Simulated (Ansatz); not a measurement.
C4H5FO2Si

```json
{"atom": "C", "x (Å)": "0.1448", "y (Å)": "-4.3966", "z (Å)": "-0.1127"}
{"atom": "C", "x (Å)": "0.0004", "y (Å)": "-3.2053", "z (Å)": "0.0516"}
{"atom": "C", "x (Å)": "-0.2017", "y (Å)": "-1.7873", "z (Å)": "0.2966"}
{"atom": "C", "x (Å)": "-1.4563", "y (Å)": "1.3188", "z (Å)": "-0.7138"}
{"atom": "F", "x (Å)": "1.1625", "y (Å)": "1.1550", "z (Å)": "-1.8107"}
{"atom": "O", "x (Å)": "-0.8032", "y (Å)": "-1.3503", "z (Å)": "1.2516"}
{"atom": "O", "x (Å)": "0.3463", "y (Å)": "-1.0122", "z (Å)": "-0.6468"}
{"atom": "Si", "x (Å)": "0.2796", "y (Å)": "0.6993", "z (Å)": "-0.5297"}
{"atom": "H", "x (Å)": "0.2741", "y (Å)": "-5.4535", "z (Å)": "-0.2599"}
{"atom": "H", "x (Å)": "1.0006", "y (Å)": "1.1264", "z (Å)": "0.6882"}
{"atom": "H", "x (Å)": "-2.0696", "y (Å)": "0.9775", "z (Å)": "0.1343"}
{"atom": "H", "x (Å)": "-1.4753", "y (Å)": "2.4202", "z (Å)": "-0.7428"}
{"atom": "H", "x (Å)": "-1.9039", "y (Å)": "0.9412", "z (Å)": "-1.6471"}
```

Geometry: B3LYP/def2-SVP.

These are results of isolated molecule in a Gaussian basis; Kohn-Sham density functional theory, functional PBE0 (Ansatz 0.2.0), not measurements.

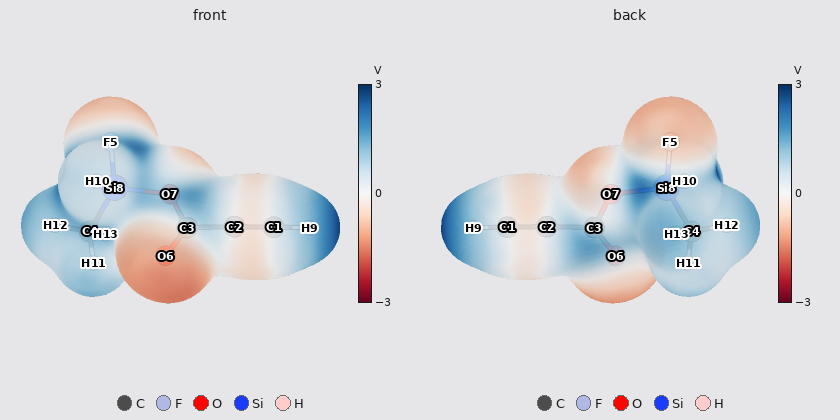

Figure 1. The electrostatic potential painted on the density surface at 0.004 e/bohr³, seen from the front and from behind; the colour scale runs from red (negative) to blue (positive).

Describe the electrostatic potential map.

The most negative region (about −1.6 V, or −37 kcal/mol for a unit charge) lies over O6, the most positive (about +2.7 V, or +62 kcal/mol for a unit charge) over Si8 and H9. O6 is the likeliest acceptor of a hydrogen bond.

How polar is the molecule by this calculation?

Its dipole moment is 1.01 D.

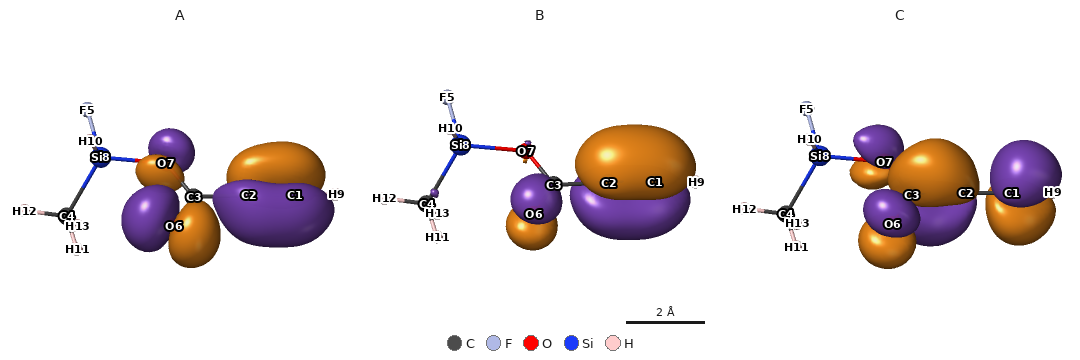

Figure 2. Three frontier orbitals at ±0.1 Å⁻³ᐟ² (orange and purple are the two phases), in no order.

Which picture is the HOMO−1, the HOMO and the LUMO?

B is the HOMO−1 (−9.01 eV). By Hirshfeld shares it lies mainly on C1 (about 40 %), C2 (about 40 %) and O6 (about 10 %); π-bonding across C1–C2. A is the HOMO (−8.54 eV). It lies mainly on O6 (about 35 %), C1 (about 25 %), C2 (about 20 %) and O7 (about 5 %). C is the LUMO (−1.80 eV). Its weight (Hirshfeld) is mainly on C3 (about 25 %), C1 (about 25 %), O6 (about 20 %), C2 (about 15 %) and O7 (about 5 %).

What is the HOMO–LUMO gap?

6.74 eV between the orbital energies.

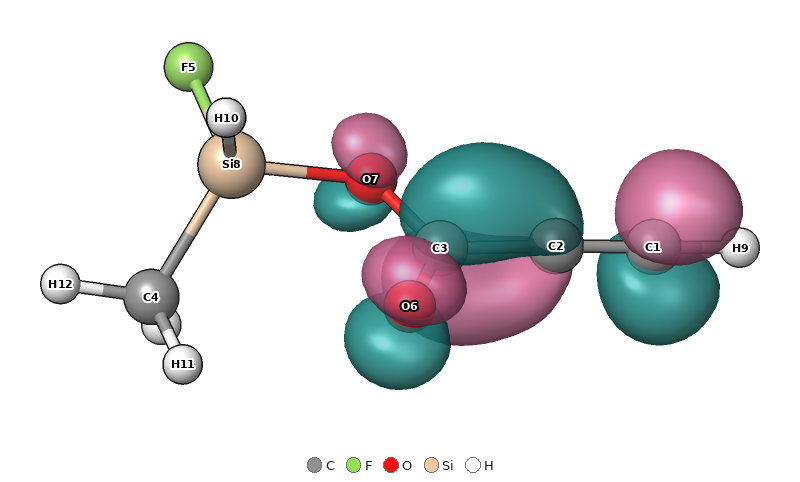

Figure 3. The LUMO at ±0.15 Å⁻³ᐟ² (teal and pink are the two phases), seen across its widest extent.

Describe this orbital and give its energy.

It lies mainly on C3 (about 25 %), C1 (about 25 %), O6 (about 20 %), C2 (about 15 %) and O7 (about 5 %). Its energy is −1.80 eV.
